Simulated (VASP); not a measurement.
Band structure of Ba (bcc). Calculation: PW91 GGA, VASP's PBE PAW potentials (set 64) (plane waves; VASP).

Unless said otherwise, spin-orbit coupling is left out, though it shifts the bands of the heavy elements here.

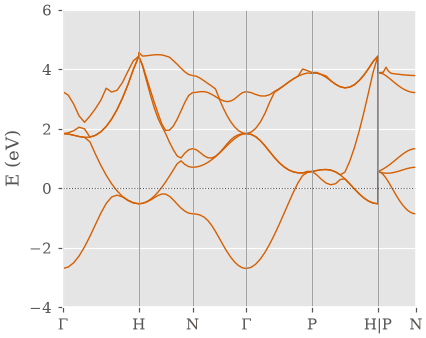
Fig. 1. Bands along high-symmetry lines, zero at the valence-band maximum or, without a gap, the Fermi level

Q: Read the plot: is there a gap, and where are the band edges?

A: It has no gap at this level: it comes out as a metal or semimetal. (Edges off the drawn lines would not show.)

The compound is Ba in the bcc structure. It was relaxed first.
